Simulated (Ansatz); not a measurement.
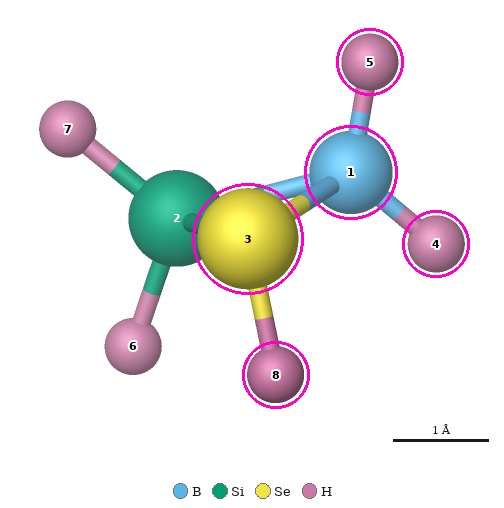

A scan of BSiH₅Se: the Se3–H8 distance and the H5–B1–H4 angle are varied on a grid, with the rest of the molecule carried along rigidly. The picture shows the minimum geometry. The ringed atoms are those of the scanned coordinate. The picture is a ball-and-stick view, seen at a tilt.

Single-point energies from Ansatz with CCSD(T) in the def2-TZVPP basis, on geometries moved rigidly from the minimum at PBE0-D4/def2-TZVP. Coupled cluster with a frozen core. Energies are counted from the PBE0-D4/def2-TZVP minimum geometry at the same level.

Input file:
```yaml
crystal:
  periodic: [false, false, false]
  atoms:
    - {symbol: B, position_ang: [-0.815805, -0.053874, -0.795973]}
    - {symbol: Si, position_ang: [0.476037, 0.921801, 0.293706]}
    - {symbol: Se, position_ang: [0.712648, -1.438764, 0.015676]}
    - {symbol: H, position_ang: [-1.882713, -0.347207, -0.349556]}
    - {symbol: H, position_ang: [-0.613613, -0.050326, -1.975124]}
    - {symbol: H, position_ang: [0.364769, 1.163882, 1.753985]}
    - {symbol: H, position_ang: [1.726388, 1.525483, -0.229553]}
    - {symbol: H, position_ang: [0.032290, -1.721004, 1.286840]}
basis:
  gaussian: {orbitals: def2-TZVPP}
correlation: {method: ccsd_t}
```

Give the energy at each point on a grid with rows 1.322, 1.365, 1.428, 1.501, 1.582, 1.670, 1.763 and columns 91.4, 101.4, 111.4, 121.4, 131.4, 141.4, 151.4 (Se3–H8 distance (Å); H5–B1–H4 angle (°)).

Rows: Se3–H8 distance (Å); columns: H5–B1–H4 angle (°); values in kJ/mol.

|  | 91.4 | 101.4 | 111.4 | 121.4 | 131.4 | 141.4 | 151.4 |
| --- | --- | --- | --- | --- | --- | --- | --- |
| 1.322 | 75.9 | 48.8 | 32.4 | 27.0 | 32.8 | 50.2 | 79.9 |
| 1.365 | 61.1 | 34.0 | 17.6 | 12.2 | 17.9 | 35.2 | 64.8 |
| 1.428 | 50.4 | 23.3 | 6.9 | 1.4 | 7.1 | 24.2 | 53.7 |
| 1.501 | 50.4 | 23.3 | 6.8 | 1.3 | 6.9 | 23.9 | 53.2 |
| 1.582 | 61.1 | 34.1 | 17.6 | 12.1 | 17.6 | 34.5 | 63.5 |
| 1.670 | 81.3 | 54.2 | 37.8 | 32.2 | 37.7 | 54.4 | 83.2 |
| 1.763 | 108.2 | 81.2 | 64.8 | 59.2 | 64.5 | 81.1 | 109.6 |

In pairs of (Se3–H8 distance (Å); H5–B1–H4 angle (°)): the lowest computed point lies at (1.501, 121.4) (1.3 kJ/mol), the highest at (1.763, 151.4) (109.6 kJ/mol).  Over the ranges scanned the energy rises by about as much along both axes.
